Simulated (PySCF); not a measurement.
# ZrOBr: structure of the doublet

Aim: relax ZrOBr as a doublet from a bent start, check by its vibrations whether the end is a minimum, and collect its spectrum and constants.

Computed with PySCF 2.14.0. Level: PBE0, basis Zr def2-TZVP with ECP28, O def2-TZVP, Br def2-TZVP, scalar-relativistic core potentials, no spin–orbit coupling, density fitting.

## (1) The system as given

3 atoms, charge 0, spin multiplicity 2.

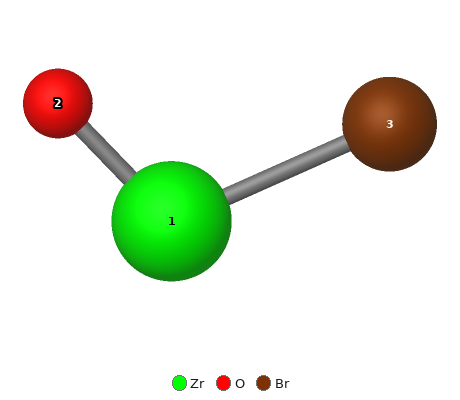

As it starts; zirconium green, oxygen red, bromine brown; atoms are numbered from 1 in the order of the file.

```xyz
3
charge 0 multiplicity 2
Zr    0.0000    0.0000    0.0000
O    -1.5072    0.0000    1.0554
Br    2.1953    0.0000    1.5372
```

## (2) The SCF at the typed geometry

One driver script runs all steps and calls PySCF; scf.py shows how it sets up the SCF of each step. The optimiser is the driver's own. After this first run the driver tries any further starts and a stability analysis.

scf.py reads:

```python
from pyscf import gto, scf, dft
mol = gto.M(atom='''
Zr     0.000000     0.000000     0.000000
O     -1.507200     0.000000     1.055400
Br     2.195300     0.000000     1.537200''',
    basis={'Zr': 'def2-TZVP', 'O': 'def2-TZVP', 'Br': 'def2-TZVP'},
    ecp={'Zr': 'def2-TZVP'},
    charge=0, spin=1)
mf = dft.UKS(mol, xc='PBE0')
mf.grids.atom_grid = (50, 194)
aux = {'Zr': 'def2-universal-JKFIT', 'O': 'def2-universal-JKFIT', 'Br': 'def2-universal-JKFIT'}
mf = mf.density_fit(auxbasis=aux)
mf.conv_tol = 1e-08
mf.diis_space = 10
mf.max_cycle = 60
mf.init_guess = 'minao'
mf.verbose = 4
mf.kernel()
```

Run with:

```console
$ OMP_NUM_THREADS=4 python axn.py task.json out
```

Standard output:

```text
init E= -2689.55637682603
[... the frontier-level lines of each cycle are left out ...]
cycle= 1 E= -2695.28333991386  delta_E= -5.73  |g|= 1.27  |ddm|= 3.23
cycle= 2 E= -2685.37486843704  delta_E= 9.91  |g|= 2.69  |ddm|= 5.87
cycle= 3 E= -2695.13942326843  delta_E= -9.76  |g|= 1.48  |ddm|= 5.66
cycle= 4 E= -2695.92954967502  delta_E= -0.79  |g|= 0.622  |ddm|= 0.703
cycle= 5 E= -2696.13421703368  delta_E= -0.205  |g|= 0.113  |ddm|= 0.507
cycle= 6 E= -2696.13984599675  delta_E= -0.00563  |g|= 0.0752  |ddm|= 0.21
cycle= 7 E= -2696.14162628569  delta_E= -0.00178  |g|= 0.0244  |ddm|= 0.0621
cycle= 8 E= -2696.14198973676  delta_E= -0.000363  |g|= 0.0114  |ddm|= 0.036
cycle= 9 E= -2696.14223332003  delta_E= -0.000244  |g|= 0.0058  |ddm|= 0.0499
cycle= 10 E= -2696.14234567258  delta_E= -0.000112  |g|= 0.00272  |ddm|= 0.0425
cycle= 11 E= -2696.14237620055  delta_E= -3.05e-05  |g|= 0.00204  |ddm|= 0.0219
cycle= 12 E= -2696.14238969661  delta_E= -1.35e-05  |g|= 0.000692  |ddm|= 0.0178
cycle= 13 E= -2696.14239192863  delta_E= -2.23e-06  |g|= 0.00019  |ddm|= 0.00935
cycle= 14 E= -2696.14239205599  delta_E= -1.27e-07  |g|= 0.000112  |ddm|= 0.00082
cycle= 15 E= -2696.14239211997  delta_E= -6.4e-08  |g|= 4.72e-05  |ddm|= 0.00115
cycle= 16 E= -2696.14239212829  delta_E= -8.32e-09  |g|= 2.53e-05  |ddm|= 0.000357
Extra cycle  E= -2696.14239212911  delta_E= -8.24e-10  |g|= 3.96e-05  |ddm|= 6.76e-05
converged SCF energy = -2696.14239212911  <S^2> = 0.75692352  2S+1 = 2.0069116
```

This step, with its further starts and checks, needed 23 s of wall time on 4 threads of Arm Neoverse N1, shared host.

The starts that the driver tried:

```tsv
start	energy (Eh)
the minimal-basis guess	-2696.142392
a thermally smeared density	-2696.142392
a smeared PBE density	-2696.142392
```

No lower solution of this spin turned up from the other starts or in the test of internal stability.

## (3) Relaxation: bent start, doublet

The program finds Cs symmetry in the start, which this walk keeps. The walk stops when the largest gradient is under 0.0003 Eh/bohr and the energy has settled too.

Edit scf.py of step 2 so:

```diff
@@ -3,3 +3,3 @@
-Zr     0.000000     0.000000     0.000000
-O     -1.507200     0.000000     1.055400
-Br     2.195300     0.000000     1.537200''',
+Zr    -0.806966     0.000000    -0.747732
+O     -2.314166     0.000000     0.307668
+Br     1.388334     0.000000     0.789468''',
@@ -16 +15,0 @@
-mf.init_guess = 'minao'
```

Steps of the walk:

```tsv
step	energy (Eh)	change (kJ/mol)	largest symmetric gradient (Eh/bohr)
0	-2696.142392	0.00	0.07264
1	-2696.157667	-40.10	0.01423
2	-2696.158820	-43.13	0.00891
3	-2696.159067	-43.78	0.00246
4	-2696.159097	-43.86	0.00072
5	-2696.159107	-43.88	0.00004
```

The walk took 24 s.

Geometry (Å) and forces (eV/Å) at some steps:

```
step 0
Zr  -0.807   0.000  -0.748  -2.492   0.000   3.715
O   -2.314   0.000   0.308   3.735   0.000  -2.755
Br   1.388   0.000   0.789  -1.243   0.000  -0.960
step 1
Zr  -0.820   0.000  -0.678   0.732   0.000   0.330
O   -2.253   0.000   0.269  -0.042   0.000   0.087
Br   1.341   0.000   0.759  -0.690   0.000  -0.417
step 3
Zr  -0.790   0.000  -0.679  -0.124   0.000  -0.056
O   -2.217   0.000   0.286   0.086   0.000  -0.012
Br   1.274   0.000   0.742   0.038   0.000   0.068
step 5
Zr  -0.793   0.000  -0.691   0.001   0.000   0.001
O   -2.203   0.000   0.294   0.001   0.000  -0.007
Br   1.264   0.000   0.747  -0.003   0.000   0.007
```

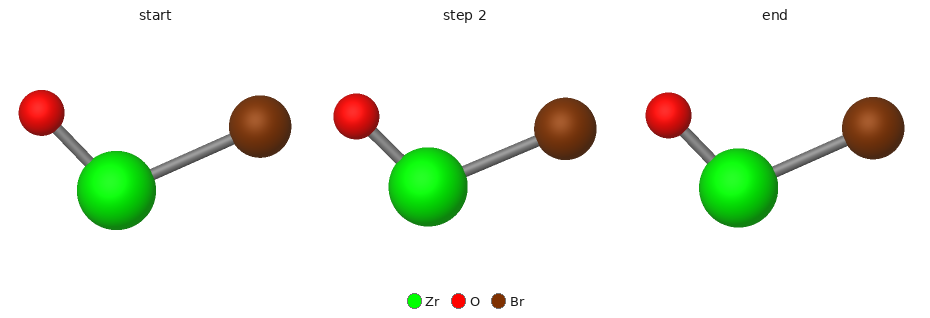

Start and end of the relaxation, with a step between.

End point (Cs, 5 steps, 43.9 kJ/mol gained): Zr–Br 2.510 Å, Zr–O 1.721 Å; Br–Zr–O 110.1°.

## (4) Is it a minimum? Harmonic modes

The point is checked on the finer grid, and tightened if its gradient asks for it. The Hessian and the dipole derivatives come from central differences of analytic gradients, with steps of 0.02 bohr.

Edit scf.py of step 3 so:

```diff
@@ -3,3 +3,3 @@
-Zr    -0.806966     0.000000    -0.747732
-O     -2.314166     0.000000     0.307668
-Br     1.388334     0.000000     0.789468''',
+Zr    -0.756281     0.000000    -0.698036
+O     -2.168370     0.000000     0.285121
+Br     1.302471     0.000000     0.738438''',
@@ -10 +10 @@
-mf.grids.atom_grid = (50, 194)
+mf.grids.atom_grid = (75, 302)
@@ -13 +13 @@
-mf.conv_tol = 1e-08
+mf.conv_tol = 1e-10
```

This SCF starts from the last density.

Log of the central SCF (cycles and frontier levels):

```text
init E= -2696.15926153974
[... the frontier-level lines of each cycle are left out ...]
cycle= 1 E= -2696.15926153973  delta_E= 3.64e-12  |g|= 2.21e-06  |ddm|= 3.61e-06
Extra cycle  E= -2696.15926153972  delta_E= 1.59e-11  |g|= 6.4e-06  |ddm|= 5.31e-06
converged SCF energy = -2696.15926153972  <S^2> = 0.75391421  2S+1 = 2.0039104
```

The whole step took 89 s.

Geometry: Cs; Zr–Br 2.510 Å, Zr–O 1.721 Å; Br–Zr–O 110.2°.

Modes, for the most abundant isotopes:

```
symmetry  ω (cm⁻¹)  IR (km/mol)
      a'       159          3.6
      a'       287         53.4
      a'       991          231
```

Every mode is real; the point is a minimum.

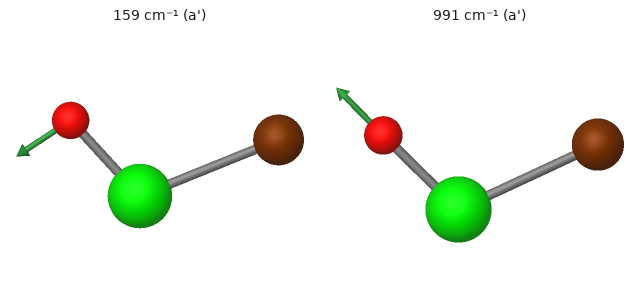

Displacements of 2 of the modes, as arrows (one member where a mode is degenerate).

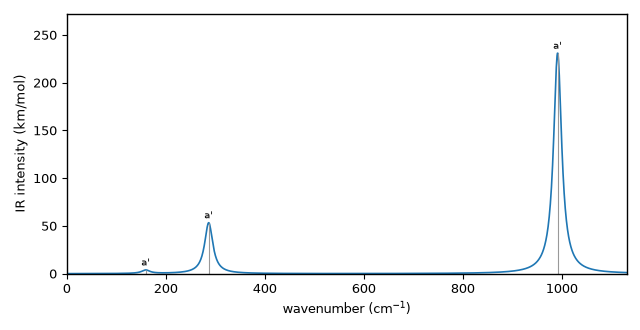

The harmonic infrared spectrum (widths in cm⁻¹). Lines are broadened to a width of 20 cm⁻¹ (Lorentzian).

Constants and moments:

* Dipole moment: 5.14 D
* Highest occupied level: -5.46 eV
* Lowest empty level: -2.74 eV
* Rotational constants: 0.5296, 0.05321, 0.04835 cm⁻¹
* Zero-point energy: 8.6 kJ/mol
* Principal polarisabilities: 77.8, 117.9, 122.6 bohr³
* Atomisation energy without zero-point energy: 1173 kJ/mol
* Principal traceless quadrupole moments about the centre of mass: -13.70, 0.98, 12.73 D Å
* Entropy at 298.15 K and 1 bar (electronic part: spin only): 308.2 J/(mol K)
* Heat capacity Cp at 298.15 K: 49.9 J/(mol K)
* Enthalpy at 298.15 K above 0 K: 12.81 kJ/mol
* Rotational symmetry number: 1
* Spin squared ⟨S²⟩: 0.754

Populations by atom (charges in e):

| atom | Mulliken | Löwdin | polar tensor | spin (Mulliken) | Mayer order to Zr1 |
| --- | --- | --- | --- | --- | --- |
| Zr1 | 0.95 | 0.24 | 1.49 | 1.09 | – |
| O2 | -0.54 | -0.30 | -0.90 | -0.05 | 2.20 |
| Br3 | -0.41 | 0.05 | -0.59 | -0.03 | 1.01 |

Mulliken populations on Zr1 (outside its core potential): s 2.59, p 6.19, d 2.20, f 0.07.

## (5) Results

```
                                          quantity                                        value
                                           minimum                                  doublet, Cs
                                          geometry  Zr–Br 2.510 Å, Zr–O 1.721 Å; Br–Zr–O 110.2°
                                wavenumbers (cm⁻¹)                 159 (a'), 287 (a'), 991 (a')
                                     dipole moment                                       5.14 D
highest occupied, lowest empty level (either spin)                              -5.46, -2.74 eV
                        polar-tensor charge of Zr1                                      +1.49 e
                                 zero-point energy                                   8.6 kJ/mol
                               entropy at 298.15 K                              308.2 J/(mol K)
         atomisation energy (no zero-point energy)                                  1173 kJ/mol
                                              ⟨S²⟩                                        0.754
```

**Reading.** The bent start keeps its Cs symmetry and ends in a minimum. The strongest infrared band lies at 991 cm⁻¹ (a', stretch). With 5.1 D the molecule is strongly polar. Most of the spin sits on Zr1 (Mulliken spin 1.09, against 1 for the whole molecule). Other starts or spin states, not run here, may lie lower. One determinant may miss the lowest occupation of an open d or f shell.

The search up to here took 2.3 min.
